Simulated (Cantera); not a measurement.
A closed system holds: 1 mol SiCl4, 0.82 mol Cl2, 13 mol H2, held at 750000 Pa.

These are equilibrium values from Cantera (NASA tables, ideal gas, pure condensed phases), not measurements of a reactor. Candidate condensed phases: Si; 19 gas species. The tables' values for SiCl3 are old estimates; treat these amounts as uncertain. Equilibrium is a limit: real reactors are often held back by kinetics, nucleation or transport.

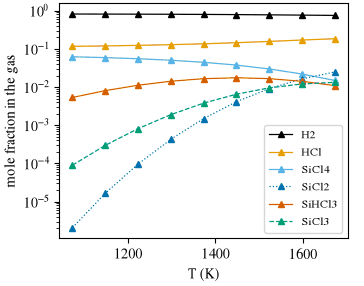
Equilibrium gas composition (values under 1e-9 drawn at 1e-9)

From 1073 K to 1673 K nothing is condensed. The main Si-bearing gas is SiCl4 at 1073 K and SiCl2 at 1673 K.
